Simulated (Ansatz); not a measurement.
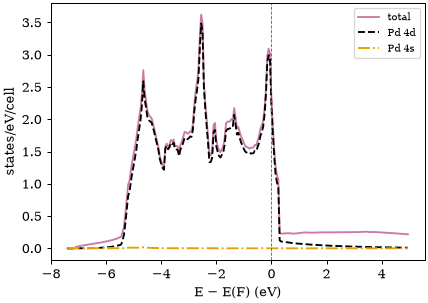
Figure: Total and projected density of states of Pd (fcc (Cu type), Fm-3m), the program Ansatz at the PBE+D3(BJ) level (PAW)

Question: Which orbitals carry the states next to the Fermi level?

Answer: Within 0.5 eV of the Fermi level: Pd 4d 93 %, outside the projected shells 7 %. Projections are on Löwdin-orthogonalised atomic valence shells; empty p or d shells of many metals are not among them.

Question: Where is the tallest occupied peak in this window, and what makes it?

Answer: Near -2.5 eV, about 3.6 states/eV per cell; the largest projected share is Pd 4d.

The PBE+D3(BJ) relaxation kept the symmetry of its start. The run is not spin-polarised. The pairwise dispersion correction was not fitted to metals. Spin–orbit coupling is left out wherever it is not named.

Potentials: the later of the program's two PAW sets.
